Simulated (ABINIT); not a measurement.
## SiC (Moissanite): G0W0 with ABINIT, start to end

Aim: the G0W0 gap of SiC (Moissanite) on LDA, step by step.

Program: ABINIT 10.8.3. Level of theory: LDA and many-body steps on it, plane waves. Results are calculated unless marked as measured.

**Experimental background.**

- Gap 3.33 eV: band gap at cryogenic temperature; bulk crystal (literature value) (quoted in “Silicon carbide diodes for neutron detection”, 2020, arxiv:2009.14696).

## (1) Starting point

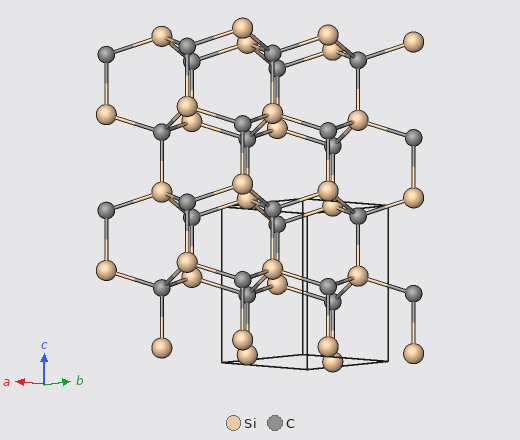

The starting structure, seen from a free direction (silicon light orange, carbon grey). 3×2×2 cells are drawn. Some periodic images of atoms are drawn too.

The cell and positions come from the Crystallography Open Database and are kept as given unless a step says otherwise.

## (2) Ground state

This step: ABINIT 10.8.3; DFT, LDA, plane waves, norm-conserving pseudopotentials.

The ground-state density comes first.

File run.abi:

```
acell 3*1.0 Angstrom
rprim 
  3.075999999976 0.000000000005 0.000000000000
  -1.537999999993 2.663894142018 0.000000000000
  0.000000000000 0.000000000000 5.048000000000
ntypat 2
znucl 14 6
natom 4
typat 1 1 2 2
xred 
  0.333333333333 0.666666666667 0.000000000000
  0.666666666667 0.333333333333 0.500000000000
  0.333333333333 0.666666666667 0.385000000000
  0.666666666667 0.333333333333 0.885000000000
pp_dirpath "pseudos"
pseudos "Si.upf, C.upf"
ecut 37
ngkpt 6 6 4
nshiftk 1
shiftk 0 0 0
kptopt 1
chksymbreak 0
nband 14
occopt 1
tolvrs 1e-10
nstep 60
prtwf 0
optforces 0
optstress 0
indata_prefix "in"
outdata_prefix "out"
tmpdata_prefix "tmp"
```

Command:

```console
OMP_NUM_THREADS=1 mpirun -n 4 abinit run.abi > log
```

Numbers of over 12 decimals in the logs are rounded to 6 here.

Log:

```text
.Version 10.8.3 of ABINIT. v10.8.2 released Aug 2026.

 Symmetries : space group P6_3 m c (#186); Bravais hP (primitive hexag.)
================================================================================
 Values of the parameters that define the memory need of the present run
     intxc =       0    ionmov =       0      iscf =       7    lmnmax =       6
     lnmax =       6     mgfft =      54  mpssoang =       3    mqgrid =    3001
     natom =       4  nloc_mem =       1    nspden =       1   nspinor =       1
    nsppol =       1      nsym =      12    n1xccc =    2501    ntypat =       2
    occopt =       1   xclevel =       1
-    mband =          14        mffmem =           1         mkmem =           6
       mpw =        3018          nfft =       55296          nkpt =          21
================================================================================
  Rough estimation (10% accuracy) of disk space for files :
================================================================================

--------------------------------------------------------------------------------
------------- Echo of variables that govern the present computation ------------
--------------------------------------------------------------------------------
 -outvars: echo values of preprocessed input variables --------
            acell      1.8897261259E+00  1.8897261259E+00  1.8897261259E+00 Bohr

      chksymbreak           0
             ecut      3.70000000E+01 Hartree
-          fftalg         312

              ixc       -1012
              kpt      0.00000000E+00  0.00000000E+00  0.00000000E+00
                       1.66666667E-01  0.00000000E+00  0.00000000E+00
                       3.33333333E-01  0.00000000E+00  0.00000000E+00
                       5.00000000E-01  0.00000000E+00  0.00000000E+00
                       1.66666667E-01  1.66666667E-01  0.00000000E+00
                       3.33333333E-01  1.66666667E-01  0.00000000E+00
                       3.33333333E-01  3.33333333E-01  0.00000000E+00
                       0.00000000E+00  0.00000000E+00  2.50000000E-01
                       1.66666667E-01  0.00000000E+00  2.50000000E-01
   [... 10 further rows ...]
                       3.33333333E-01  1.66666667E-01  5.00000000E-01
                       3.33333333E-01  3.33333333E-01  5.00000000E-01
         kptrlatt        6    0    0      0    6    0      0    0    4
          kptrlen      3.48767854E+01
P           mkmem           6
            natom           4
            nband          14
            ngfft          32      32      54
             nkpt          21
            nstep          60
             nsym          12
           ntypat           2
              occ      2.000000  2.000000  2.000000  2.000000  2.000000  2.000000
                       2.000000  2.000000  0.000000  0.000000  0.000000  0.000000
                       0.000000  0.000000
        optforces           0
        optstress           0
            prtwf           0
            rprim      3.0760000000E+00  5.0000000000E-12  0.0000000000E+00
[...]
spgroup         186

           tolvrs      1.00000000E-10

             xred      3.3333333333E-01  6.6666666667E-01  0.0000000000E+00
[...]
znucl       14.00000    6.00000

================================================================================

 chkinp: Checking input parameters for consistency.

================================================================================
== DATASET  1 ==================================================================
-   mpi_nproc: 4, omp_nthreads: 1 (-1 if OMP is not activated)

--- !DatasetInfo
iteration_state: {dtset: 1, }
dimensions: {natom: 4, nkpt: 21, mband: 14, nsppol: 1, nspinor: 1, nspden: 1, mpw: 3018, }
cutoff_energies: {ecut:  37.0, pawecutdg:  -1.0, }
electrons: {nelect:   1.60000000E+01, charge:   0.00000000E+00, occopt:   1.00000000E+00, tsmear:   1.00000000E-02, }

 Real(R)+Recip(G) space primitive vectors, cartesian coordinates (Bohr,Bohr^-1):
 R(1)=  5.8127976  0.0000000  0.0000000  G(1)=  0.1720342  0.0993240  0.0000000
 R(2)= -2.9063988  5.0340304  0.0000000  G(2)=  0.0000000  0.1986480  0.0000000
 R(3)=  0.0000000  0.0000000  9.5393375  G(3)=  0.0000000  0.0000000  0.1048291
 Unit cell volume ucvol=  2.7913818E+02 bohr^3
 Angles (23,13,12)=  9.00000000E+01  9.00000000E+01  1.20000000E+02 degrees

 getcut: wavevector=  0.0000  0.0000  0.0000  ngfft=  32  32  54
         ecut(hartree)=     37.000   => boxcut(ratio)=   2.01048

--- Pseudopotential description ------------------------------------------------
- Si Generated using ONCVPSP code by D. R. Hamann
- 14.00000   4.00000  180309                  znucl, zion, pspdat
12 -1012 2 -1 1510                            pspcod,pspxc,lmax,lloc,mmax
     nproj     2     2     2
  pspatm : epsatm=    6.67003958
         --- l  ekb(1:nproj) -->
[...]
pspatm: atomic psp has been read  and splines computed

- C Generated using ONCVPSP code by D. R. Hamann
-  6.00000   4.00000  180309                  znucl, zion, pspdat
12 -1012 1 -1 1234                            pspcod,pspxc,lmax,lloc,mmax
     nproj     2     2     0
  pspatm : epsatm=    4.35103003
         --- l  ekb(1:nproj) -->
[...]
pspatm: atomic psp has been read  and splines computed

   3.52674228E+02                                ecore*ucvol(ha*bohr**3)
--------------------------------------------------------------------------------

_setup2: Arith. and geom. avg. npw (full set) are    3001.146    3001.130

================================================================================

--- !BeginCycle
iteration_state: {dtset: 1, }
solver: {iscf: 7, nstep: 60, nline: 4, wfoptalg: 0, }
tolerances: {tolvrs: 1.00E-10, }

     iter   Etot(hartree)      deltaE(h)  residm     vres2
 ETOT  1  -20.415448126733    -2.042E+01 4.610E-02 6.747E+02
 ETOT  2  -20.538045169827    -1.226E-01 3.241E-02 3.009E+02
 ETOT  3  -20.630730601451    -9.269E-02 7.845E-03 3.251E-01
 ETOT  4  -20.630881999292    -1.514E-04 1.414E-03 2.786E-03
 ETOT  5  -20.630882436820    -4.375E-07 8.702E-04 1.121E-04
 ETOT  6  -20.630882454322    -1.750E-08 3.237E-04 2.324E-06
 ETOT  7  -20.630882454959    -6.364E-10 2.014E-04 3.060E-08
 ETOT  8  -20.630882454966    -6.988E-12 1.527E-04 1.046E-09
 ETOT  9  -20.630882454966    -1.990E-13 1.161E-04 1.342E-11

 At SCF step    9       vres2   =  1.34E-11 < tolvrs=  1.00E-10 =>converged.

--- !ResultsGS
iteration_state: {dtset: 1, }
comment   : Summary of ground state results
lattice_vectors:
- [  5.8127976,   0.0000000,   0.0000000, ]
- [ -2.9063988,   5.0340304,   0.0000000, ]
- [  0.0000000,   0.0000000,   9.5393375, ]
lattice_lengths: [   5.81280,    5.81280,    9.53934, ]
lattice_angles: [ 90.000,  90.000, 120.000, ] # degrees, (23, 13, 12)
lattice_volume:   2.7913818E+02
convergence: {deltae: -1.990E-13, res2:  1.342E-11, residm:  1.161E-04, diffor:  0.000E+00, }
etotal    :  -2.06308825E+01
entropy   :   0.00000000E+00
fermie    :   2.72164904E-01
cartesian_stress_tensor: null
pressure_GPa: null
xred      :
- [  3.3333E-01,   6.6667E-01,   0.0000E+00, Si]
- [  6.6667E-01,   3.3333E-01,   5.0000E-01, Si]
- [  3.3333E-01,   6.6667E-01,   3.8500E-01,  C]
- [  6.6667E-01,   3.3333E-01,   8.8500E-01,  C]
cartesian_forces: null
force_length_stats: {min: null, max: null, mean: null, }

 Integrated electronic density in atomic spheres:
 ------------------------------------------------
 Atom  Sphere_radius  Integrated_density
[...]
4        2.00000          4.22583101
================================================================================

 ----iterations are completed or convergence reached----

 Mean square residual over all n,k,spin=   78.992E-08; max=  11.611E-05
 reduced coordinates (array xred) for    4 atoms
       0.333333333333      0.666666666667      0.000000000000
       0.666666666667      0.333333333333      0.500000000000
       0.333333333333      0.666666666667      0.385000000000
       0.666666666667      0.333333333333      0.885000000000
 rms dE/dt=  0.0000E+00; max dE/dt=  0.0000E+00; dE/dt below (all hartree)
    1       0.000000000000      0.000000000000      0.000000000000
    2       0.000000000000      0.000000000000      0.000000000000
    3       0.000000000000      0.000000000000      0.000000000000
    4       0.000000000000      0.000000000000      0.000000000000

 cartesian coordinates (angstrom) at end:
    1     -3.33e-12     1.775929     0.000000
    2      1.538000     0.887965     2.524000
    3     -3.33e-12     1.775929     1.943480
    4      1.538000     0.887965     4.467480
 length scales=  1.889726125908  1.889726125908  1.889726125908 bohr
              =  1.000000000000  1.000000000000  1.000000000000 angstroms
 prteigrs : about to open file out_EIG
 Fermi (or HOMO) energy (hartree) =   0.27216   Average Vxc (hartree)=  -0.42110
 Eigenvalues (hartree) for nkpt=  21  k points:
 kpt#   1, nband= 14, wtk=  0.00694, kpt=  0.0000  0.0000  0.0000 (reduced coord)
  -0.30269   -0.17224   -0.04816    0.21498    0.21498    0.26212    0.26212    0.27216
   0.44056    0.49390    0.50767    0.50767    0.54654    0.58860
 prteigrs : prtvol=0 or 1, do not print more k-points.

--- !EnergyTerms
iteration_state     : {dtset: 1, }
comment             : Components of total free energy in Hartree
kinetic             :  1.18535726869294E+01
hartree             :  2.35138635736264E+00
xc                  : -7.56136663175899E+00
Ewald energy        : -2.08945945883793E+01
psp_core            :  1.26343959075366E+00
local_psp           : -8.23332326215687E+00
non_local_psp       :  5.90003392283691E-01
total_energy        : -2.06308824549658E+01
total_energy_eV     : -5.61394911077508E+02
band_energy         :  7.31247154186433E-01

== END DATASET(S) ==============================================================
================================================================================

 -outvars: echo values of variables after computation  --------
           etotal     -2.0630882455E+01
            nband          14
             nkpt          21
          spgroup         186
 [... the other variables as echoed above ...]

 Calculation completed.
```

Wall time 7 s (4 MPI ranks of Intel Xeon Platinum 8559C (Emerald Rapids), shared host); peak memory 0.31 GiB; 27 s of CPU time.

Numbers from this step:

| Property | Result |
| --- | --- |
| total energy | -561.3949 eV |
| gap | 2.222 eV |
| k of the valence top | 0, 0, 0 |
| k of the conduction bottom | 0.3333, 0.3333, 0 |
| least direct gap | 3.994 eV |

The gap is indirect, with the least direct gap 1.77 eV higher.

[end of part 1 of 3]

[Paths, hosts, dates, memory and timing lines, banners, echoed tables and standing remarks are left out of the program output.]

[Logs are printed without paths, hosts, clocks, repeated set-up lines and the standing remarks that a program may print on its own settings, such as how far it seeks lower states.]

[Runs of the session that timed out or met a known fault of the program may be left out.]

[Hosts, paths, dates, database ids (printed as entryN), source tags and the programs' standing remarks are cut or masked in the printed files.]

[G0W0 gaps are taken among the corrected bands and points alone; a level outside them can change the order at an edge.]

[Where Ansatz stands beside ABINIT at settings called matched, ABINIT's density can come from a denser mesh and the files from another edition; pairs whose starting gaps differed by over 0.03 eV were left out, so agreement reads better than it is.]
